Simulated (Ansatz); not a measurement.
**AlCl···HCl: density, localisation and related maps**

Input

```
crystal:
  periodic: [false, false, false]
  atoms:
    - { symbol: Al, position_ang: [-1.02322, 1.0e-06, 0.469736] }
    - { symbol: H, position_ang: [1.550896, -2.0e-06, 1.471402] }
    - { symbol: Cl, position_ang: [2.405962, 1.0e-06, 0.449398] }
    - { symbol: Cl, position_ang: [-1.566839, -1.0e-06, -1.601336] }
basis:
  gaussian: { orbitals: def2-SVP }
hamiltonian:
  xc: pbe0
  dispersion: d4
relax:
  f_tol: 0.03
  max_steps: 50
output:
  orbitals: {}
```

Launched as:

```sh
ansatz run input.yaml --threads 1 --pin off --max-ram 2048MiB --backend cpu --events-out ev --progress --plain --runs-dir out
```

The fields are those of the run's last geometry, not of the input's.

All numbers below come from RKS PBE0-D4/def2-SVP in Ansatz 0.2.0.

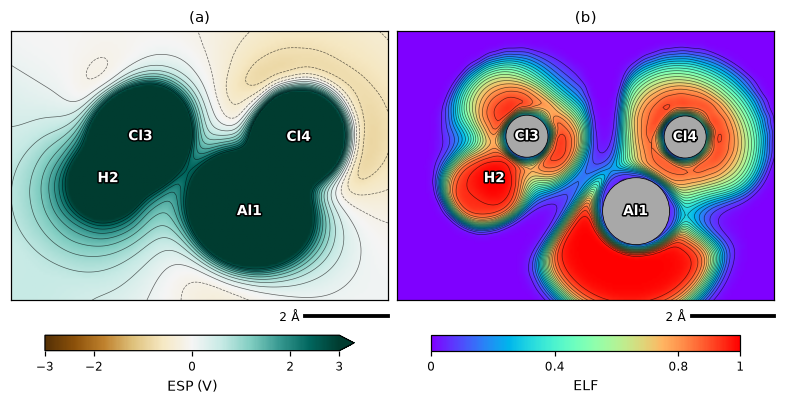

Figure 1. (a) electrostatic potential; (b) ELF on the molecular plane. Grey discs cover the atomic cores in the ELF map.

**What does the map show?**

The plane passes through Al, H and Cl nuclei.
Al1···Cl3 (3.21 Å): the ELF peaks at about 0.90 in the valence shell of Cl, 0.8 Å from its nucleus, and is about 0.15 at the midpoint.
Al–Cl (2.15 Å): the ELF peaks at about 0.85 in the valence shell of Cl, 0.9 Å from its nucleus, and is about 0.80 at the midpoint.
Cl–H (1.29 Å): the ELF climbs to about 1 towards the hydrogen, as it does in any bond to H.
The ELF also peaks beside Al1, Cl4 and Cl3, away from the bonds: lone-pair regions.
Outside the dense part of the complex the potential is most negative (−0.9 V) near Cl4.

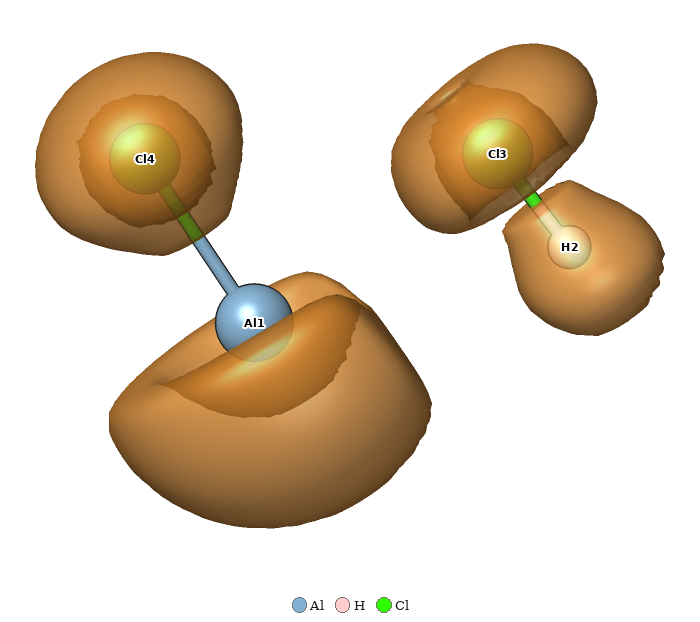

Figure 2. Isosurface of the ELF at 0.8 (orange), seen across its widest extent. Core shells and regions of very low density are left out.

**Describe the localisation domains.**

The ELF exceeds this value in one region around a hydrogen nucleus, one region on Cl in which the atom's valence shell and bonds are merged, one ring or bowl of non-bonding electrons around Cl and one lobe on Al, pointing away from the bonds (lone pairs).

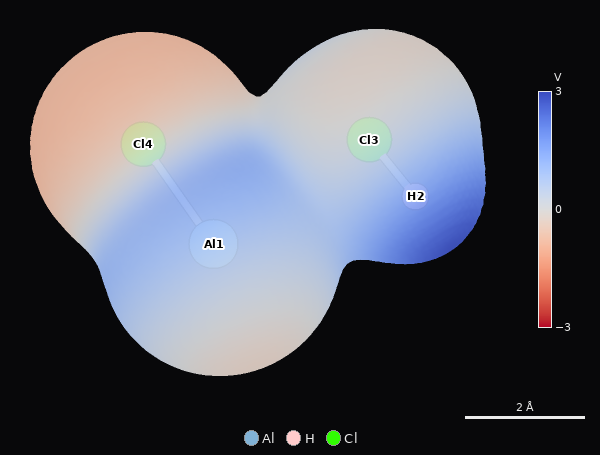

Figure 3. The molecular electrostatic potential painted on the density surface at 0.002 e/bohr³, seen at a tilt; the colour scale runs from red (negative) to blue (positive).

**Describe the electrostatic potential map.**

The most negative region (about −0.8 V, or −18 kcal/mol for a unit charge) lies over Cl4, the most positive (about +2.8 V, or +65 kcal/mol for a unit charge) over H2.
